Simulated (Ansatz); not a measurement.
The figure comes from a scan of Sc (hcp, Mg type): one Sc atom of a 2-atom cell moves by s along Cartesian x, with its periodic images. These are PBE (plane waves to 420 eV, PAW, scalar-relativistic; Ansatz, a program for electronic structure) values and carry that method's errors. k mesh 13×13×7 (Γ-centred), Fermi-Dirac smearing 0.05 eV. Energies are smeared free energies. With partly filled bands, energies and forces of such displacements shift with the k mesh and the smearing. Sc is run without spin polarisation. Sc was relaxed with its symmetry unable to fall. ΔE is measured from the undisplaced structure.

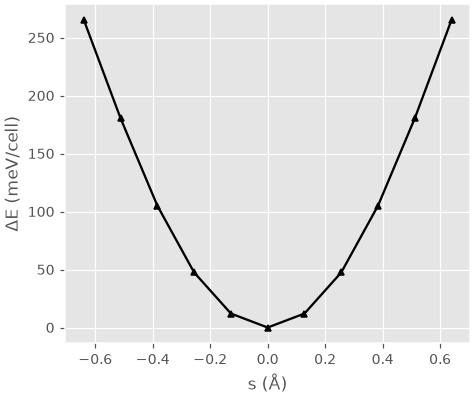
*ΔE (meV/cell) against s (Å); computed points joined by lines.*

Read the plotted values off the figure, to the accuracy that the plot allows.

To the nearest 5:

```json
[
 {"s (Å)": "-0.640", "ΔE (meV/cell)": "265"},
 {"s (Å)": "-0.512", "ΔE (meV/cell)": "180"},
 {"s (Å)": "-0.384", "ΔE (meV/cell)": "105"},
 {"s (Å)": "-0.256", "ΔE (meV/cell)": "45"},
 {"s (Å)": "-0.128", "ΔE (meV/cell)": "10"},
 {"s (Å)": "0.000", "ΔE (meV/cell)": "0"},
 {"s (Å)": "0.128", "ΔE (meV/cell)": "10"},
 {"s (Å)": "0.256", "ΔE (meV/cell)": "45"},
 {"s (Å)": "0.384", "ΔE (meV/cell)": "105"},
 {"s (Å)": "0.512", "ΔE (meV/cell)": "180"},
 {"s (Å)": "0.640", "ΔE (meV/cell)": "265"}
]
```

(A displaced cell: forces are minus the slopes of the energy, force constants its curvatures, and phonons follow from these.)
